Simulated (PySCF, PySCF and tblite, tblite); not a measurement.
**C7H9BO: a path driven as rotation about a bond, and NMR exchange**

How fast is rotation about a bond in C7H9BO (`Bc1cccc(OC)c1`), and when do the exchanging lines merge?

Computed with tblite 0.8.0 (tight binding) and PySCF 2.14.0 (DFT, with response routines of our own); each step states its level. Atoms count from 0 throughout.

### 1 The molecule as given

18 atoms, charge 0, multiplicity 1; geometry from: force field or distance geometry start.

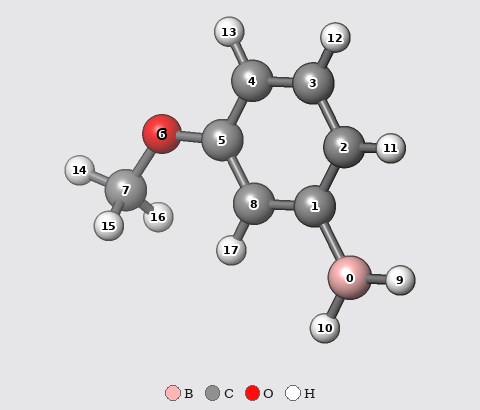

The starting geometry (boron pink, carbon grey, oxygen red, hydrogen white), atoms numbered.

### 2 GFN2-xTB relaxation, start minimum

The job: settings as JSON, then the geometry in Å.

```
{"job": {"xc": "GFN2-xTB", "basis": "xTB", "kind": "relax"}, "charge": 0, "multiplicity": 1}
B      2.588800    -1.279500    -0.045300
C      1.453600    -0.185700    -0.202800
C      1.810100     1.133900    -0.481300
C      0.801600     2.112600    -0.625600
C     -0.541800     1.752100    -0.452100
C     -0.905300     0.431900    -0.170800
O     -2.261700     0.134600    -0.023400
C     -2.766300    -1.159900     0.280500
C      0.113900    -0.545700    -0.033800
H      3.713400    -0.985500    -0.172400
H      2.295700    -2.399600     0.199600
H      2.833800     1.424200    -0.608300
H      1.064500     3.130900    -0.832100
H     -1.302500     2.511000    -0.566900
H     -3.882200    -1.104900     0.338900
H     -2.381600    -1.514900     1.265600
H     -2.492100    -1.874400    -0.524600
H     -0.150800    -1.574800     0.190200
```

Command:

```bash
OMP_NUM_THREADS=1 python ens_run.py task.json out
```

This one command runs the whole study; its stages follow in the order run.

Log:

```text
step      E/eV     max force
  0    -675.95074    1.812
  1    -676.04203    0.945
  2    -676.07579    0.589
  3    -676.10927    0.418
  4    -676.12091    0.267
  5    -676.13154    0.242
  6    -676.13939    0.206
  7    -676.14647    0.221
  8    -676.15113    0.178
  9    -676.15395    0.120
 10    -676.15546    0.114
 11    -676.15648    0.104
 12    -676.15742    0.083
 13    -676.15816    0.057
 14    -676.15864    0.055
 15    -676.15897    0.048
 16    -676.15927    0.045
 17    -676.15952    0.042
 18    -676.15973    0.042
 19    -676.15993    0.039
 20    -676.16014    0.035
 21    -676.16035    0.034
 22    -676.16056    0.034
 23    -676.16077    0.031
 24    -676.16099    0.039
 25    -676.16119    0.035
 26    -676.16132    0.025
 27    -676.16139    0.022
 28    -676.16145    0.020
 29    -676.16150    0.019
 30    -676.16154    0.015
 31    -676.16157    0.015
 32    -676.16160    0.015
 33    -676.16163    0.014
 34    -676.16166    0.012
 35    -676.16169    0.017
 36    -676.16172    0.017
 37    -676.16175    0.014
 38    -676.16177    0.012
 39    -676.16179    0.009
 40    -676.16180    0.007
 41    -676.16181    0.007
 42    -676.16182    0.006
 43    -676.16182    0.004
 44    -676.16182    0.002
```

It took 0.29 s on 1 thread of Intel Xeon Platinum 8488C, shared host.

Gain 0.211 eV; displacement 0.07 Å root mean square.

### 3 Relaxed scan, rotation

The job: settings as JSON, then the geometry in Å.

```
{"job": {"xc": "GFN2-xTB", "basis": "xTB", "coordinate": [["t", [9, 0, 1, 2], 0.25], ["t", [9, 0, 1, 8], 0.25], ["t", [10, 0, 1, 2], 0.25], ["t", [10, 0, 1, 8], 0.25]], "kind": "drive"}, "charge": 0, "multiplicity": 1}
B      2.537975    -1.287889    -0.040091
C      1.440143    -0.212150    -0.187277
C      1.757831     1.119986    -0.477486
C      0.770125     2.079676    -0.608578
C     -0.558037     1.736764    -0.453948
C     -0.911645     0.416665    -0.163361
O     -2.248966     0.181743    -0.029430
C     -2.675993    -1.125341     0.265415
C      0.083775    -0.539598    -0.033608
H      3.663518    -0.998800    -0.169663
H      2.248343    -2.395461     0.201490
H      2.793739     1.398316    -0.600353
H      1.033082     3.103377    -0.832635
H     -1.344190     2.469103    -0.552174
H     -3.762122    -1.073357     0.325006
H     -2.277956    -1.472237     1.224626
H     -2.390849    -1.829745    -0.522850
H     -0.167533    -1.564735     0.190392
```

Log:

```text
point  coordinate     E/eV
  0    -75.100     -676.15203
  1    -60.200     -676.12507
  2    -45.300     -676.08581
  3    -30.300     -676.04264
  4    -15.200     -676.00633
  5      0.100     -675.99456
  6     15.300     -676.00685
  7     30.400     -676.04507
  8     45.400     -676.08640
  9     60.300     -676.12463
 10     75.200     -676.14999
 11     90.100     -676.15866
```

Run time: 1.9 s. Hardware: 1 thread of Intel Xeon Platinum 8488C, shared host.

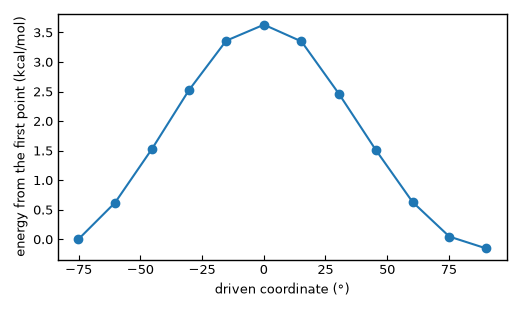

Energy along the scan.

### 4 Nudged elastic band, leg 1

Changed since step 3:

```diff
@@ -1,2 +1,2 @@
-{"job": {"xc": "GFN2-xTB", "basis": "xTB", "coordinate": [["t", [9, 0, 1, 2], 0.25], ["t", [9, 0, 1, 8], 0.25], ["t", [10, 0, 1, 2], 0.25], ["t", [10, 0, 1, 8], 0.25]], "kind": "drive"}, "charge": 0, "multiplicity": 1}
+{"job": {"xc": "GFN2-xTB", "basis": "xTB", "kind": "neb"}, "charge": 0, "multiplicity": 1}
 B      2.537975    -1.287889    -0.040091
```

Log:

```text
image   E - E0 / eV
  0       0.0000
  1       0.0446
  2       0.1365
  3       0.1637
  4       0.1023
  5       0.0213
  6       0.0000
```

Wall time 2.3 s (1 thread of Intel Xeon Platinum 8488C, shared host); peak memory 0.2 GiB.

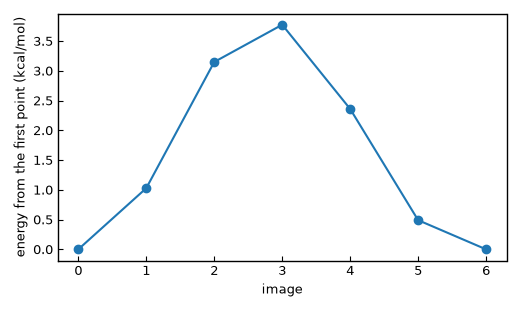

Energy along the band.

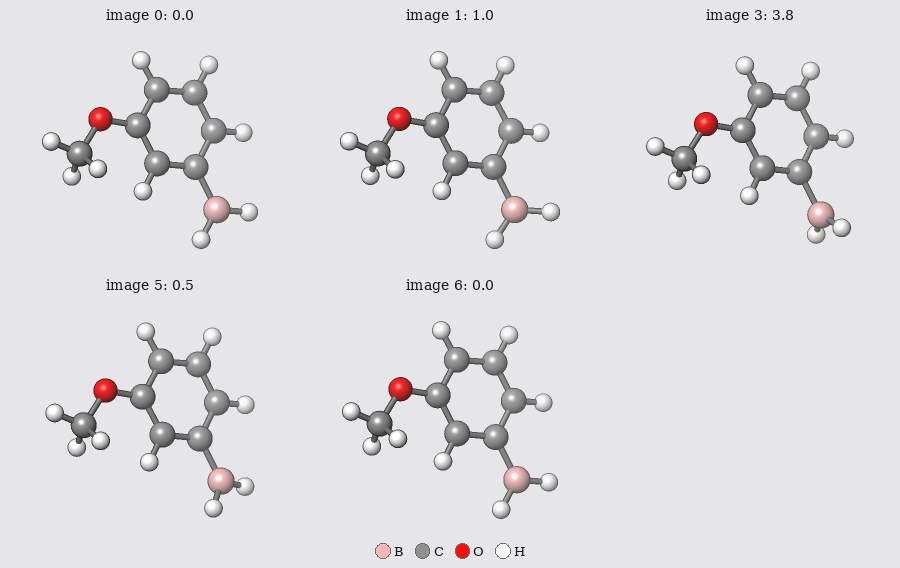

Images along the band, with energies in kcal/mol.

### 5 Saddle search, leg 1

The job: settings as JSON, then the geometry in Å.

```
{"job": {"xc": "GFN2-xTB", "basis": "xTB", "kind": "saddle"}, "charge": 0, "multiplicity": 1}
B      2.541850    -1.290147     0.093600
C      1.434117    -0.207920    -0.064326
C      1.747630     1.090545    -0.461133
C      0.756483     2.048984    -0.593452
C     -0.562912     1.731940    -0.348770
C     -0.903608     0.435135     0.036065
O     -2.235540     0.204856     0.231592
C     -2.668915    -1.107861     0.485858
C      0.095470    -0.517258     0.185820
H      2.971845    -1.535104     1.152633
H      2.945233    -1.863413    -0.842606
H      2.776077     1.348606    -0.668847
H      1.017595     3.051798    -0.898412
H     -1.347642     2.463815    -0.460601
H     -3.756445    -1.055640     0.521759
H     -2.294699    -1.483101     1.444076
H     -2.368129    -1.793994    -0.313415
H     -0.148411    -1.521240     0.500160
```

Log:

```text
step      E/eV     max force
  0    -675.99814   0.0562
  1    -675.99663   0.1074
  2    -675.99770   0.0328
  3    -675.99718   0.0518
  4    -675.99728   0.0607
  5    -675.99746   0.0073
  6    -675.99747   0.0000
lowest wavenumbers (cm-1): -234.3 91.5 151.3 169.5 203.2 256.8
```

It took 4.5 s on 1 thread of Intel Xeon Platinum 8488C, shared host; peak memory 0.2 GiB.

Point group Cs; 1 imaginary mode, 234i cm⁻¹, carried by H10, H9. Steps downhill from it reached both ends.

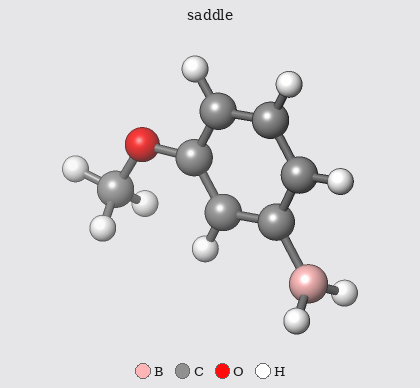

The saddle point.

### 6 Shieldings, start: B3LYP/pcSseg-1

The job: settings as JSON, then the geometry in Å.

```
{"job": {"kind": "nmr", "xc": "B3LYP", "basis": "pcSseg-1", "pop": false}, "charge": 0, "multiplicity": 1}
B      2.537975    -1.287889    -0.040091
C      1.440143    -0.212150    -0.187277
C      1.757831     1.119986    -0.477486
C      0.770125     2.079676    -0.608578
C     -0.558037     1.736764    -0.453948
C     -0.911645     0.416665    -0.163361
O     -2.248966     0.181743    -0.029430
C     -2.675993    -1.125341     0.265415
C      0.083775    -0.539598    -0.033608
H      3.663518    -0.998800    -0.169663
H      2.248343    -2.395461     0.201490
H      2.793739     1.398316    -0.600353
H      1.033082     3.103377    -0.832635
H     -1.344190     2.469103    -0.552174
H     -3.762122    -1.073357     0.325006
H     -2.277956    -1.472237     1.224626
H     -2.390849    -1.829745    -0.522850
H     -0.167533    -1.564735     0.190392
```

Log:

```text
coarse grid: 15360 points
cycle   1  E = -372.0187225045  dE =  1.340e+00  |g| = 5.985e-01  |ddm| = 4.063e+00
cycle   2  E = -371.9633862648  dE =  5.534e-02  |g| = 8.251e-01  |ddm| = 1.422e+00
cycle   3  E = -372.0927151936  dE = -1.293e-01  |g| = 1.246e-01  |ddm| = 8.399e-01
cycle   4  E = -372.0955684191  dE = -2.853e-03  |g| = 4.187e-02  |ddm| = 1.277e-01
cycle   5  E = -372.0959677919  dE = -3.994e-04  |g| = 1.148e-02  |ddm| = 5.090e-02
cycle   6  E = -372.0959990187  dE = -3.123e-05  |g| = 3.760e-03  |ddm| = 1.281e-02
cycle   7  E = -372.0960020724  dE = -3.054e-06  |g| = 1.556e-03  |ddm| = 4.626e-03
final grid: 149224 points
cycle   8  E = -372.1773062954  dE = -4.940e-05  |g| = 8.341e-03  |ddm| = 5.143e-02
cycle   9  E = -372.1772867020  dE =  1.959e-05  |g| = 1.246e-02  |ddm| = 1.776e-02
cycle  10  E = -372.1773226648  dE = -3.596e-05  |g| = 1.878e-03  |ddm| = 1.130e-02
cycle  11  E = -372.1773235390  dE = -8.742e-07  |g| = 2.842e-04  |ddm| = 2.077e-03
cycle  12  E = -372.1773235540  dE = -1.496e-08  |g| = 1.634e-04  |ddm| = 4.337e-04
cycle  13  E = -372.1773235602  dE = -6.264e-09  |g| = 4.699e-05  |ddm| = 1.826e-04
cycle  14  E = -372.1773235607  dE = -5.165e-10  |g| = 8.496e-06  |ddm| = 4.988e-05
converged SCF energy = -372.1773235607

GIAO shielding tensors (ppm)
atom      isotropic    diamagn.    paramagn.     s11        s22        s33       span
  0 B       22.539     192.428    -169.889    -24.457    -20.155    112.230    136.687
  1 C       30.451     251.723    -221.271    -55.283    -47.000    193.638    248.921
  2 C       38.709     253.499    -214.790    -64.997     21.742    159.382    224.379
  3 C       47.349     254.238    -206.888    -63.523     37.742    167.829    231.352
  4 C       49.813     253.606    -203.793    -43.408     34.015    158.832    202.240
  5 C       14.093     256.369    -242.276    -68.712      2.739    108.253    176.966
  6 O      226.365     396.512    -170.147    127.477    271.741    279.877    152.400
  7 C      125.179     244.324    -119.146     96.642    106.016    172.879     76.237
  8 C       54.603     259.109    -204.506    -29.555     30.356    163.009    192.564
  9 H       24.677      30.255      -5.578     19.552     26.508     27.970      8.417
 10 H       24.668      30.554      -5.886     18.979     26.459     28.567      9.588
 11 H       24.042      31.670      -7.628     20.864     24.098     27.163      6.299
 12 H       24.213      30.070      -5.857     20.818     24.531     27.291      6.473
 13 H       24.372      31.395      -7.023     20.761     23.684     28.671      7.910
 14 H       27.496      27.426       0.070     23.072     26.345     33.070      9.998
 15 H       27.954      30.209      -2.255     24.586     25.679     33.596      9.010
 16 H       27.949      29.841      -1.892     24.575     25.681     33.591      9.015
 17 H       24.502      35.879     -11.377     20.319     23.377     29.810      9.491
```

It took 39 s on 1 thread of Intel Xeon Platinum 8488C, shared host; peak memory 0.88 GiB.

This run: HOMO -6.47 eV, LUMO -2.14 eV; dipole 1.41 D.

### 7 Shieldings, saddle of leg 1: B3LYP/pcSseg-1

The job: settings as JSON, then the geometry in Å.

```
{"job": {"kind": "nmr", "xc": "B3LYP", "basis": "pcSseg-1", "pop": false}, "charge": 0, "multiplicity": 1}
B      2.541130    -1.291434     0.092917
C      1.431354    -0.211164    -0.074061
C      1.750356     1.099301    -0.422905
C      0.759315     2.055732    -0.570008
C     -0.565148     1.727469    -0.373307
C     -0.910299     0.422050    -0.023395
O     -2.244361     0.189797     0.150646
C     -2.665288    -1.103402     0.504338
C      0.086980    -0.532984     0.122817
H      3.043464    -1.460281     1.135780
H      2.871377    -1.939831    -0.823015
H      2.784466     1.370318    -0.580088
H      1.025200     3.067166    -0.840980
H     -1.351031     2.457640    -0.483038
H     -3.749920    -1.047693     0.586008
H     -2.246781    -1.415430     1.467118
H     -2.398741    -1.838919    -0.262096
H     -0.162075    -1.548335     0.393270
```

Log:

```text
coarse grid: 15360 points
cycle   1  E = -371.9989047446  dE =  1.363e+00  |g| = 6.125e-01  |ddm| = 4.066e+00
cycle   2  E = -371.9427247329  dE =  5.618e-02  |g| = 8.350e-01  |ddm| = 1.507e+00
cycle   3  E = -372.0770000678  dE = -1.343e-01  |g| = 1.236e-01  |ddm| = 8.858e-01
cycle   4  E = -372.0796671968  dE = -2.667e-03  |g| = 4.456e-02  |ddm| = 1.328e-01
cycle   5  E = -372.0801133577  dE = -4.462e-04  |g| = 1.015e-02  |ddm| = 5.288e-02
cycle   6  E = -372.0801319921  dE = -1.863e-05  |g| = 5.364e-03  |ddm| = 1.373e-02
cycle   7  E = -372.0801396268  dE = -7.635e-06  |g| = 1.224e-03  |ddm| = 6.189e-03
final grid: 149224 points
cycle   8  E = -372.1613142134  dE = -4.930e-05  |g| = 7.546e-03  |ddm| = 4.997e-02
cycle   9  E = -372.1613029262  dE =  1.129e-05  |g| = 1.066e-02  |ddm| = 1.612e-02
cycle  10  E = -372.1613273404  dE = -2.441e-05  |g| = 1.612e-03  |ddm| = 9.407e-03
cycle  11  E = -372.1613278762  dE = -5.358e-07  |g| = 2.077e-04  |ddm| = 1.695e-03
cycle  12  E = -372.1613278839  dE = -7.752e-09  |g| = 9.048e-05  |ddm| = 3.059e-04
cycle  13  E = -372.1613278855  dE = -1.569e-09  |g| = 5.316e-05  |ddm| = 1.393e-04
cycle  14  E = -372.1613278863  dE = -7.720e-10  |g| = 5.557e-06  |ddm| = 5.447e-05
converged SCF energy = -372.1613278863

GIAO shielding tensors (ppm)
atom      isotropic    diamagn.    paramagn.     s11        s22        s33       span
  0 B        6.524     192.287    -185.762    -56.895    -50.950    127.418    184.313
  1 C       24.720     255.802    -231.082    -70.836    -12.937    157.933    228.769
  2 C       66.173     253.355    -187.182    -37.689     51.145    185.063    222.752
  3 C       47.130     253.623    -206.493    -66.405     36.567    171.228    237.633
  4 C       60.150     253.345    -193.195    -27.751     49.176    159.026    186.777
  5 C       13.871     255.738    -241.867    -71.791      2.082    111.322    183.113
  6 O      224.771     396.374    -171.604    122.011    271.579    280.722    158.711
  7 C      125.439     244.226    -118.787     96.876    106.407    173.033     76.158
  8 C       79.040     259.530    -180.489     -7.350     55.405    189.066    196.417
  9 H       23.302      29.669      -6.367     15.663     26.051     28.191     12.528
 10 H       23.302      29.669      -6.367     15.663     26.051     28.191     12.528
 11 H       25.363      31.027      -5.664     22.184     25.756     28.150      5.966
 12 H       24.371      29.976      -5.605     21.306     24.687     27.120      5.813
 13 H       24.878      31.515      -6.637     21.244     24.789     28.601      7.358
 14 H       27.565      27.415       0.150     23.218     26.313     33.164      9.945
 15 H       28.097      29.977      -1.880     24.797     25.770     33.724      8.927
 16 H       28.097      29.977      -1.880     24.796     25.769     33.724      8.927
 17 H       25.723      35.568      -9.845     21.610     24.859     30.700      9.090
```

Run time: 38 s. Hardware: 1 thread of Intel Xeon Platinum 8488C, shared host; peak memory 0.88 GiB.

Key values: HOMO -6.19 eV, LUMO -1.97 eV; dipole 1.26 D.

### 8 Barriers, rates and exchange

The job: settings as JSON, then the geometry in Å.

```
{"job": {"smiles": "Bc1cccc(OC)c1", "charge": 0, "mult": 1, "motion": "rotation", "what": "aryl or vinyl borane", "atoms": [0, 1], "drives": [{"terms": [["t", [9, 0, 1, 2], 0.25], ["t", [9, 0, 1, 8], 0.25], ["t", [10, 0, 1, 2], 0.25], ["t", [10, 0, 1, 8], 0.25]], "by": 180, "n": 12}], "study": "path", "level": {"kind": "nmr", "xc": "B3LYP", "basis": "pcSseg-1"}, "fields": [200, 250, 800], "first": 1, "seed": 868, "kind": "path"}, "charge": 0, "multiplicity": 1}
B      2.537975    -1.287889    -0.040091
C      1.440143    -0.212150    -0.187277
C      1.757831     1.119986    -0.477486
C      0.770125     2.079676    -0.608578
C     -0.558037     1.736764    -0.453948
C     -0.911645     0.416665    -0.163361
O     -2.248966     0.181743    -0.029430
C     -2.675993    -1.125341     0.265415
C      0.083775    -0.539598    -0.033608
H      3.663518    -0.998800    -0.169663
H      2.248343    -2.395461     0.201490
H      2.793739     1.398316    -0.600353
H      1.033082     3.103377    -0.832635
H     -1.344190     2.469103    -0.552174
H     -3.762122    -1.073357     0.325006
H     -2.277956    -1.472237     1.224626
H     -2.390849    -1.829745    -0.522850
H     -0.167533    -1.564735     0.190392
```

Log:

```text
stationary points (kcal/mol above the start)
  n  kind          group   xTB      DFT    lowest mode
  0  minimum      Cs       0.00     0.00      93.6
  1  saddle       Cs       3.79    10.10    -234.3
  2  minimum      Cs       0.00     0.00      93.4

GFN2-xTB energies: T/K, barrier G, reaction G (kcal/mol), k forward, k back (1/s)
 150.00     3.14    -0.00   1.66e+08   1.63e+08
 200.00     3.18    -0.00   2.82e+09   2.79e+09
 250.00     3.23    -0.00   1.57e+10   1.56e+10
 298.15     3.29    -0.01   4.82e+10   4.78e+10
 350.00     3.37    -0.01   1.15e+11   1.14e+11
 400.00     3.46    -0.01   2.15e+11   2.13e+11
 500.00     3.67    -0.01   5.21e+11   5.18e+11

B3LYP/pcSseg-1 + D3(BJ) energies: T/K, barrier G, reaction G (kcal/mol), k forward, k back (1/s)
 150.00     9.45    -0.00      0.106      0.105
 200.00     9.49    -0.00        359        354
 250.00     9.54    -0.01   4.79e+04   4.74e+04
 298.15     9.60    -0.01   1.14e+06   1.13e+06
 350.00     9.68    -0.01   1.32e+07   1.31e+07
 400.00     9.77    -0.01   7.67e+07   7.61e+07
 500.00     9.98    -0.01   9.09e+08   9.03e+08
```

Wall time 90 s (1 thread of Intel Xeon Platinum 8488C, shared host); peak memory 0.88 GiB. This counts the whole study up to here.

Barriers by level (kcal/mol; entropies in cal/(mol K)). Zero-point and thermal terms come from xTB in every row. ΔG‡ leaves symmetry out; the rate counts equivalent paths (a factor of 2); effective ΔG‡, where given, is the barrier that would give that rate by Eyring's equation alone:

```csv
level,ΔE‡,with zero-point,ΔH‡,ΔS‡,ΔG‡ (298 K),ΔE of reaction,k at 298 K (1/s),effective ΔG‡
GFN2-xTB,3.79,3.12,2.87,-1.4,3.29,0.00,4.8e+10,2.88
B3LYP/pcSseg-1 + D3(BJ),10.10,9.43,9.18,-1.4,9.60,0.00,1.1e+06,9.19
```

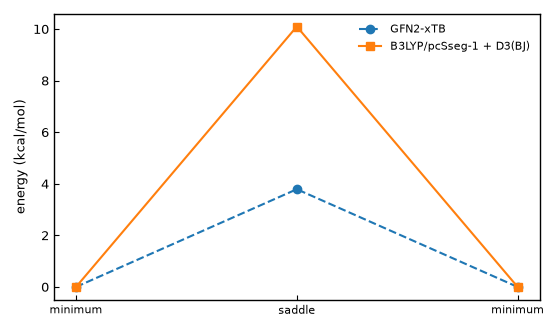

The xTB stationary points, at both levels.

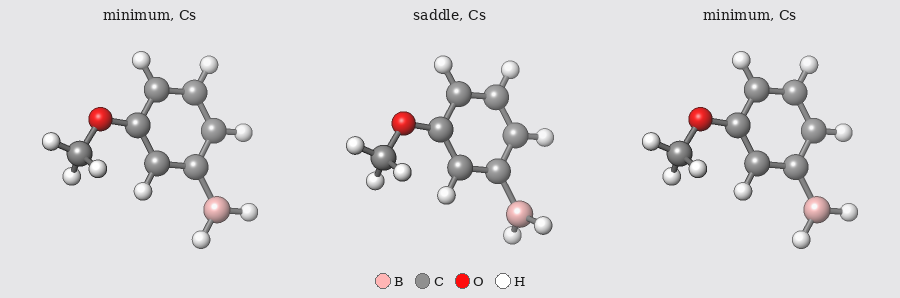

The stationary points in order.

### 9 What came out

| quantity | value |
| --- | --- |
| barrier (B3LYP/pcSseg-1 + D3(BJ)) | ΔE‡ 10.1, ΔG‡(298 K) 9.6 kcal/mol |
| barrier (GFN2-xTB) | ΔE‡ 3.8 kcal/mol |
| rate at 298 K | 1.1e+06 s⁻¹ |
| end of the path | the start, renumbered or mirrored |

What this shows: DFT puts the top 10.1 kcal/mol above the start (xTB: 3.8); the rate from the DFT barrier is 1.1e+06 s⁻¹ at 298 K. An error of 1.4 kcal/mol changes that rate tenfold. No two sites that the motion interchanges differ enough in shielding to show exchange.
